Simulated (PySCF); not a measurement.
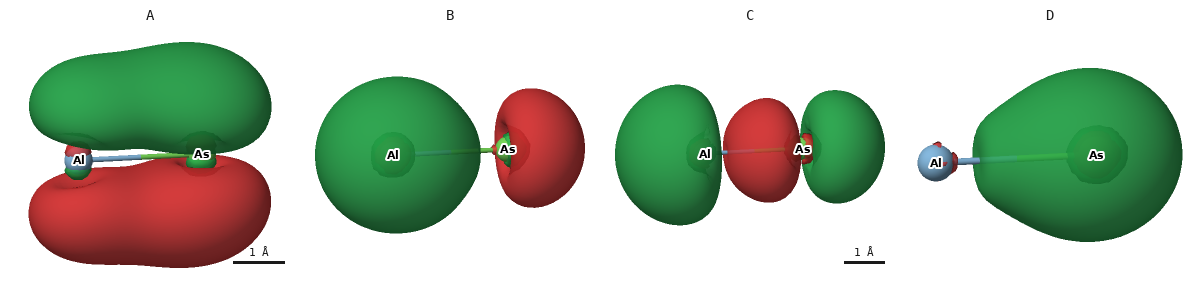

The picture shows: AlAs (triplet). Four frontier β-spin orbitals, each drawn at the value that holds 80 % of its norm (green and red are the two phases), in no order; of a degenerate pair one member is drawn.

These are results of PBE0/def2-SVP, non-relativistic Hamiltonian with scalar-relativistic core potentials where named, at a bond length of 2.539 Å (PySCF 2.14.0), not measurements.

Q: Name the orbitals and rank them from lowest to highest energy.

A: Orbital D: σ, occupied in this spin, −14.34 eV; mainly on As (90 %).
Orbital B: σ, occupied in this spin, −8.81 eV; shared between the atoms (Al 65 %, As 35 %).
Orbital C: σ, occupied in this spin, −5.36 eV; shared between the atoms (Al 55 %, As 45 %).
Orbital A: π, empty in this spin, −3.32 eV; bonding, with no node between the atoms.
